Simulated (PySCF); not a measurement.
```xyz
17
charge 0, multiplicity 1
C     2.2954   -0.9262   -0.8075
C     1.5571   -0.2488    0.3368
O     1.0052    0.9680   -0.1263
Ge   -0.4081    1.7807    0.4639
N    -1.6866    0.5357    0.8414
Ge   -2.3779   -0.7130   -0.2845
H     3.0757   -0.2694   -1.1837
H     2.7432   -1.8547   -0.4632
H     1.6053   -1.1411   -1.6202
H     2.2511   -0.0431    1.1604
H     0.7641   -0.9102    0.7126
H    -0.6550    2.7013   -0.6933
H    -0.1712    2.5053    1.7735
H    -2.3177    0.8152    1.5771
H    -3.3743   -0.1356   -1.2532
H    -3.0621   -1.7181    0.5940
H    -1.2511   -1.3338   -1.0375
```

Work out the structure from the coordinates.

The molecule is C2H11Ge2NO. Its SMILES string is `CC[O][GeH2][NH][GeH3]`. The point group is C1. Coordination, clear cases only: 2 C tetrahedral; 1 O bent; 2 Ge tetrahedral.

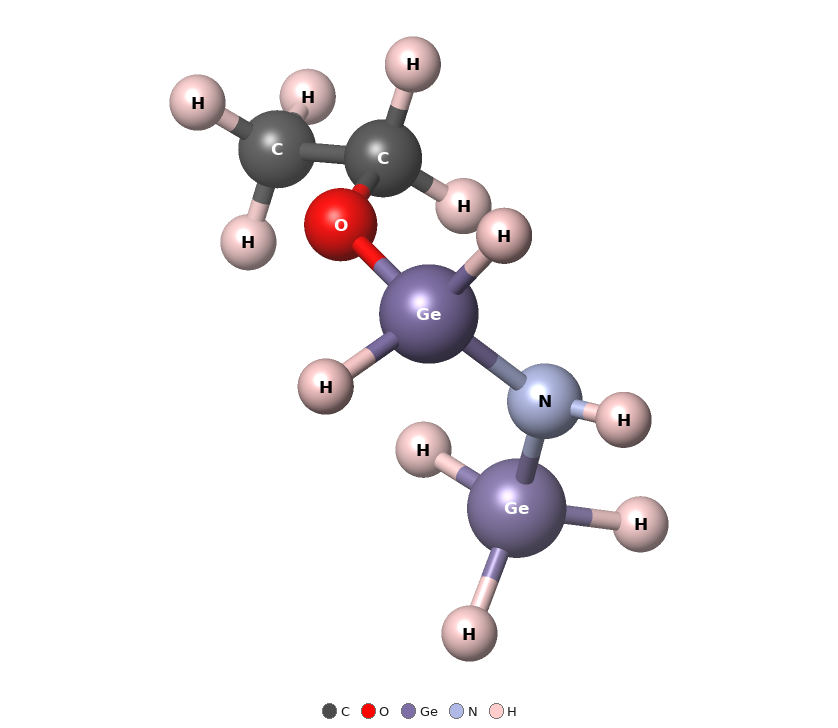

(Drawn from a calculation with PySCF.)
